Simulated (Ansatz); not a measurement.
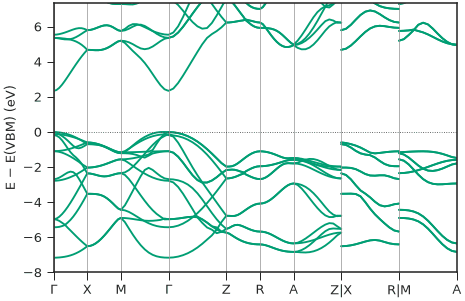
Band structure from r²SCAN (plane waves, PAW; program Ansatz)

Q: Read off the gap and where the band edges lie.

A: About 2.3 eV (2.34 eV by a search for the band edges); maximum on the M–Γ line, 89 % of the way from M, minimum at Γ.

The material is GaN in space group P4_2/mnm (No. 136; Ga on 4g, N on 4f).

The start of the workflow was typed in or built on a structure type; neither database checked (COD, Materials Project) lists it. It is not the phase usual at ambient conditions (space group No. 186, 216). The cell was relaxed with r²SCAN under the symmetry of its start; its stability against distortions is not shown here. Spin–orbit coupling is left out wherever it is not named.

Potentials: the later of the program's two PAW sets.
